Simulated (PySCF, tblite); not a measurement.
**C4H6F3NO: a rotation path, then NMR shifts on frames, part 1 of 2**

How do NMR shifts of C4H6F3NO (`CN(C)C(=O)C(F)(F)F`) change as the atoms move?

The runs use tblite 0.8.0 and PySCF 2.14.0, with density-fitted response routines of our own; the level of theory stands in each step. All values are computed, except where a source is named. Atoms are numbered from 0 throughout.

## 1. Starting geometry

15 atoms, charge 0, multiplicity 1; geometry from: GFN2-xTB.

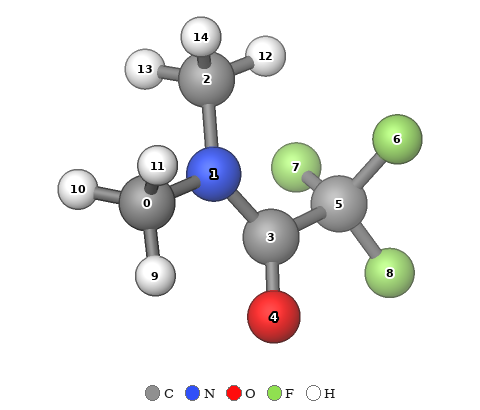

The starting geometry (carbon grey, nitrogen blue, oxygen red, fluorine green, hydrogen white), atoms numbered; sticks join atoms by distance.

## 2. A band between two rotamers with GFN2-xTB

What the job is given:

```
{"job": {"kind": "neb", "xc": "GFN2-xTB", "basis": "xTB", "atoms": [1, 3, 5, 6], "turn": 120}, "charge": 0, "multiplicity": 1}
C     -1.509037    -0.764720    -0.894267
N     -0.415234    -0.181452    -0.145266
C     -0.816605     0.575017     1.017224
C      0.825573    -0.330749    -0.622910
O      1.122152    -0.951463    -1.618876
C      1.960846     0.357128     0.187559
F      2.079720    -0.133944     1.436499
F      1.775649     1.684951     0.315362
F      3.132959     0.184537    -0.409557
H     -1.103817    -1.249485    -1.779755
H     -2.211028     0.015354    -1.192278
H     -2.029864    -1.501495    -0.280863
H      0.017215     0.812778     1.668183
H     -1.297673     1.507314     0.709553
H     -1.535268    -0.015782     1.587480
```

Method: GFN2-xTB climbing-image nudged elastic band, gas phase.

Launch:

```bash
OMP_NUM_THREADS=1 python probes_run.py task.json out
```

One launch serves the whole session: the jobs run in the order shown.

Log:

```text
image   E - E0 / eV
  0      -0.0000
  1       0.0363
  2       0.1044
  3       0.1606
  4       0.1826
  5       0.1643
  6       0.1086
  7       0.0382
  8      -0.0001
```

Wall time 8.5 s (1 thread, shared host).

The final band, with the dihedral N1–C3–C5–F6:

| image | dihedral (°) | energy (eV) | energy (kcal/mol) |
| --- | --- | --- | --- |
| 0 | 63 | 0.000 | 0.0 |
| 1 | 76 | 0.036 | 0.8 |
| 2 | 91 | 0.104 | 2.4 |
| 3 | 107 | 0.161 | 3.7 |
| 4 | 123 | 0.183 | 4.2 |
| 5 | 139 | 0.164 | 3.8 |
| 6 | 154 | 0.109 | 2.5 |
| 7 | 168 | 0.038 | 0.9 |
| 8 | 183 | 0.000 | 0.0 |

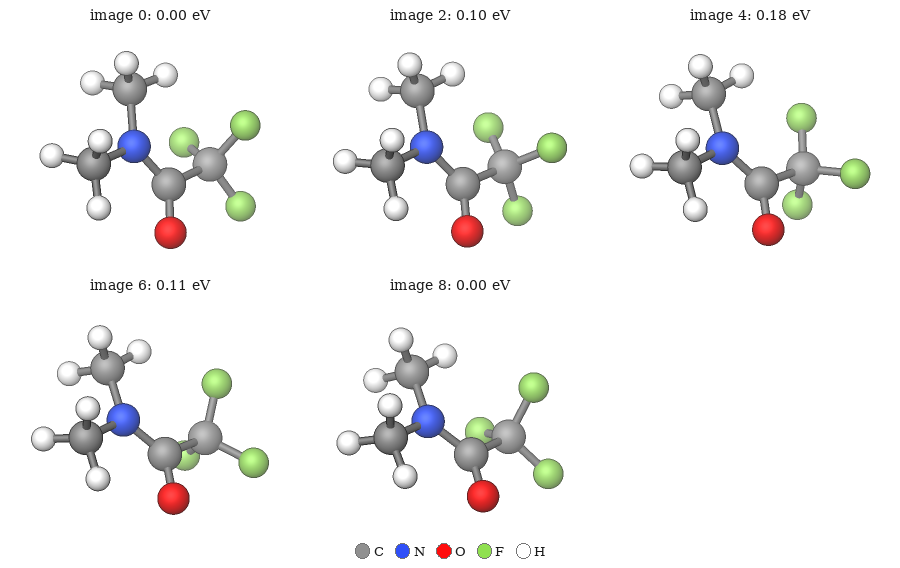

Images along the band.

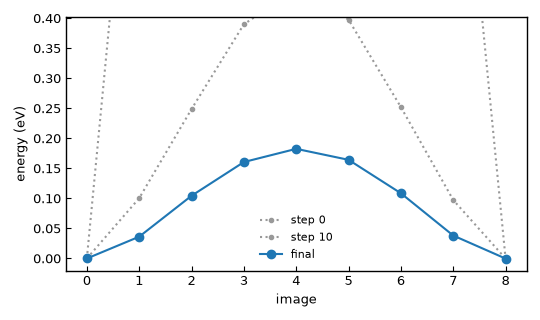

Energy along the band, early and final.

## 3. NMR shieldings: image 0, PBE0/pcSseg-1

What the job is given:

```
{"job": {"kind": "nmr", "xc": "PBE0", "basis": "pcSseg-1", "pop": false}, "charge": 0, "multiplicity": 1}
C     -1.509000    -0.764700    -0.894300
N     -0.415200    -0.181500    -0.145300
C     -0.816600     0.575000     1.017200
C      0.825600    -0.330700    -0.622900
O      1.122200    -0.951500    -1.618900
C      1.960800     0.357100     0.187600
F      2.079700    -0.133900     1.436500
F      1.775600     1.685000     0.315400
F      3.133000     0.184500    -0.409600
H     -1.103800    -1.249500    -1.779800
H     -2.211000     0.015400    -1.192300
H     -2.029900    -1.501500    -0.280900
H      0.017200     0.812800     1.668200
H     -1.297700     1.507300     0.709600
H     -1.535300    -0.015800     1.587500
```

Level: GIAO PBE0/pcSseg-1 NMR shielding, non-relativistic, gas phase.

Log:

```text
coarse grid: 13472 points
cycle   1  E = -584.5493572051  dE =  1.596e+00  |g| = 1.212e+00  |ddm| = 3.391e+00
cycle   2  E = -583.6249645461  dE =  9.244e-01  |g| = 2.543e+00  |ddm| = 2.765e+00
cycle   3  E = -584.7928664103  dE = -1.168e+00  |g| = 3.471e-01  |ddm| = 2.234e+00
cycle   4  E = -584.8115829455  dE = -1.872e-02  |g| = 1.530e-01  |ddm| = 3.286e-01
cycle   5  E = -584.8155148862  dE = -3.932e-03  |g| = 3.204e-02  |ddm| = 1.055e-01
cycle   6  E = -584.8157097525  dE = -1.949e-04  |g| = 1.061e-02  |ddm| = 2.469e-02
cycle   7  E = -584.8157306382  dE = -2.089e-05  |g| = 2.623e-03  |ddm| = 6.529e-03
cycle   8  E = -584.8157318813  dE = -1.243e-06  |g| = 7.268e-04  |ddm| = 2.454e-03
final grid: 134080 points
cycle   9  E = -584.8966064536  dE = -3.871e-05  |g| = 1.204e-02  |ddm| = 2.824e-02
cycle  10  E = -584.8965257783  dE =  8.068e-05  |g| = 2.382e-02  |ddm| = 2.469e-02
cycle  11  E = -584.8966341896  dE = -1.084e-04  |g| = 2.655e-03  |ddm| = 1.774e-02
cycle  12  E = -584.8966355741  dE = -1.384e-06  |g| = 3.265e-04  |ddm| = 1.776e-03
cycle  13  E = -584.8966355855  dE = -1.142e-08  |g| = 1.600e-04  |ddm| = 2.536e-04
cycle  14  E = -584.8966355894  dE = -3.919e-09  |g| = 3.576e-05  |ddm| = 1.068e-04
cycle  15  E = -584.8966355897  dE = -2.688e-10  |g| = 1.052e-05  |ddm| = 3.451e-05
converged SCF energy = -584.8966355897

GIAO shielding tensors (ppm)
atom      isotropic    diamagn.    paramagn.     s11        s22        s33       span
  0 C      151.099     246.223     -95.124    125.633    142.000    185.665     60.032
  1 N      148.817     333.406    -184.589     44.631    182.884    218.936    174.305
  2 C      149.630     247.201     -97.571    131.119    134.274    183.498     52.379
  3 C       27.353     248.528    -221.175    -64.552     67.819     78.793    143.345
  4 O      -68.865     398.854    -467.719   -352.001   -197.208    342.614    694.615
  5 C       60.570     244.678    -184.108     47.915     52.999     80.798     32.883
  6 F      251.132     474.529    -223.397    164.621    247.733    341.043    176.422
  7 F      250.753     475.137    -224.385    164.274    252.098    335.885    171.610
  8 F      260.639     466.620    -205.981    185.545    261.800    334.573    149.029
  9 H       26.958      29.901      -2.944     21.586     27.381     31.906     10.319
 10 H       29.346      29.547      -0.202     24.733     27.244     36.059     11.326
 11 H       29.328      29.502      -0.174     24.591     27.240     36.153     11.562
 12 H       27.724      30.803      -3.079     22.408     29.441     31.324      8.915
 13 H       28.777      30.257      -1.480     25.236     25.835     35.261     10.025
 14 H       29.017      30.321      -1.304     24.779     26.942     35.331     10.552
```

Run time: 77 s. Hardware: 1 thread, shared host.

Shifts follow as δ = σ(reference) − σ, with reference shieldings (ppm) from runs at the same level and on the same kind of geometry: 1H TMS 31.72, 13C TMS 186.9, 19F CFCl3 170.9, 15N NH3 267.7, 17O H2O 336.1. The references are single molecules in the gas phase, so shifts against H2O, NH3, PH3, H3PO4 or CFCl3 are not on the usual liquid scales and can be off by tens of ppm. Each atom is listed at this fixed geometry, with no averaging over motion; a spectrum would average atoms that exchange fast.

| atoms | environment | σ (ppm) | δ (ppm) |
| --- | --- | --- | --- |
| C3 | amide carbonyl carbon | 27.4 | 159.6 |
| C5 | CF3 carbon | 60.6 | 126.4 |
| C2 | methyl carbon bonded to N | 149.6 | 37.3 |
| C0 | methyl carbon bonded to N | 151.1 | 35.8 |
| H9 | hydrogen on a methyl carbon bonded to N | 26.96 | 4.76 |
| H12 | hydrogen on a methyl carbon bonded to N | 27.72 | 3.99 |
| H13 | hydrogen on a methyl carbon bonded to N | 28.78 | 2.94 |
| H14 | hydrogen on a methyl carbon bonded to N | 29.02 | 2.70 |
| H11 | hydrogen on a methyl carbon bonded to N | 29.33 | 2.39 |
| H10 | hydrogen on a methyl carbon bonded to N | 29.35 | 2.37 |
| N1 | amide-type nitrogen | 148.8 | 118.9 |
| O4 | amide-type carbonyl oxygen | -68.9 | 404.9 |
| F7 | fluorine of a CF3 group | 250.8 | -79.8 |
| F6 | fluorine of a CF3 group | 251.1 | -80.2 |
| F8 | fluorine of a CF3 group | 260.6 | -89.7 |

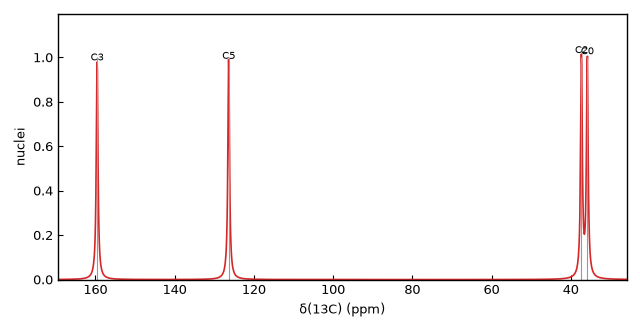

13C lines at the computed shifts, without couplings. Lines are broadened to a width of 0.49 ppm (Lorentzian).

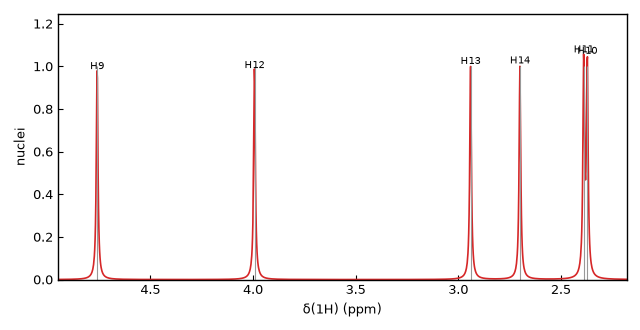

1H lines at the computed shifts, without couplings. Lines are broadened to a width of 0.01 ppm (Lorentzian).

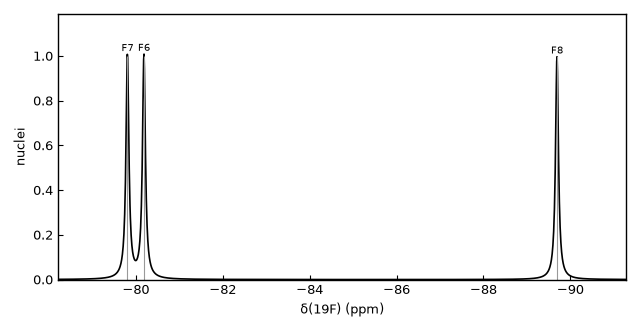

19F lines at the computed shifts, without couplings. Lines are broadened to a width of 0.08 ppm (Lorentzian).

## 4. Shielding tensors: image 2, PBE0/pcSseg-1

What the job is given:

```
{"job": {"kind": "nmr", "xc": "PBE0", "basis": "pcSseg-1", "pop": false}, "charge": 0, "multiplicity": 1}
C     -1.499400    -0.795700    -0.872800
N     -0.428300    -0.170300    -0.120200
C     -0.888900     0.668500     0.962000
C      0.824300    -0.350000    -0.554500
O      1.132300    -1.049100    -1.495200
C      2.005000     0.330300     0.203400
F      2.483500    -0.491800     1.152100
F      1.756600     1.504000     0.814000
F      2.993300     0.573100    -0.654400
H     -1.069700    -1.361400    -1.696200
H     -2.170400    -0.030100    -1.265200
H     -2.062800    -1.467100    -0.223800
H     -0.102700     0.903200     1.670000
H     -1.295700     1.602600     0.564200
H     -1.681400     0.141800     1.495000
```

Method: GIAO PBE0/pcSseg-1 NMR shielding, non-relativistic, gas phase.

Log:

```text
coarse grid: 13472 points
cycle   1  E = -584.5431592322  dE =  1.592e+00  |g| = 1.216e+00  |ddm| = 3.380e+00
cycle   2  E = -583.5967140206  dE =  9.464e-01  |g| = 2.564e+00  |ddm| = 2.708e+00
cycle   3  E = -584.7875435460  dE = -1.191e+00  |g| = 3.568e-01  |ddm| = 2.188e+00
cycle   4  E = -584.8073944488  dE = -1.985e-02  |g| = 1.544e-01  |ddm| = 3.349e-01
cycle   5  E = -584.8113875064  dE = -3.993e-03  |g| = 3.309e-02  |ddm| = 1.061e-01
cycle   6  E = -584.8115943479  dE = -2.068e-04  |g| = 1.096e-02  |ddm| = 2.525e-02
cycle   7  E = -584.8116167459  dE = -2.240e-05  |g| = 2.645e-03  |ddm| = 6.781e-03
cycle   8  E = -584.8116180209  dE = -1.275e-06  |g| = 7.292e-04  |ddm| = 2.439e-03
final grid: 134080 points
cycle   9  E = -584.8925483505  dE = -3.783e-05  |g| = 1.216e-02  |ddm| = 2.600e-02
cycle  10  E = -584.8924672454  dE =  8.111e-05  |g| = 2.394e-02  |ddm| = 2.448e-02
cycle  11  E = -584.8925764120  dE = -1.092e-04  |g| = 2.751e-03  |ddm| = 1.762e-02
cycle  12  E = -584.8925778860  dE = -1.474e-06  |g| = 3.433e-04  |ddm| = 1.832e-03
cycle  13  E = -584.8925778985  dE = -1.252e-08  |g| = 1.644e-04  |ddm| = 2.586e-04
cycle  14  E = -584.8925779028  dE = -4.303e-09  |g| = 3.644e-05  |ddm| = 1.128e-04
cycle  15  E = -584.8925779031  dE = -2.708e-10  |g| = 1.064e-05  |ddm| = 3.489e-05
converged SCF energy = -584.8925779031

GIAO shielding tensors (ppm)
atom      isotropic    diamagn.    paramagn.     s11        s22        s33       span
  0 C      149.981     246.387     -96.406    125.058    139.560    185.323     60.264
  1 N      148.125     333.021    -184.896     45.147    181.060    218.167    173.020
  2 C      149.656     246.926     -97.270    130.060    135.306    183.602     53.542
  3 C       26.979     248.684    -221.706    -65.376     65.740     80.572    145.949
  4 O      -69.321     399.298    -468.618   -345.189   -200.515    337.741    682.930
  5 C       60.034     242.813    -182.779     48.216     53.978     77.909     29.693
  6 F      248.884     471.948    -223.064    168.487    238.458    339.706    171.219
  7 F      249.945     475.709    -225.764    174.674    245.727    329.435    154.761
  8 F      252.252     467.288    -215.037    177.628    245.113    334.014    156.386
  9 H       26.911      29.993      -3.082     21.505     27.448     31.780     10.275
 10 H       29.313      29.606      -0.293     24.815     27.177     35.948     11.134
 11 H       29.355      29.631      -0.276     24.691     27.326     36.048     11.357
 12 H       27.555      30.642      -3.087     21.893     29.325     31.447      9.554
 13 H       28.648      30.130      -1.482     25.072     25.770     35.103     10.031
 14 H       29.073      30.324      -1.251     24.735     27.254     35.231     10.496
```

It took 67 s on 1 thread, shared host.

In short: δ C3 159.9, C5 126.9, C2 37.3, C0 36.9, H9 4.81, H12 4.16 ppm.

(Continued in part 2 of 2.)
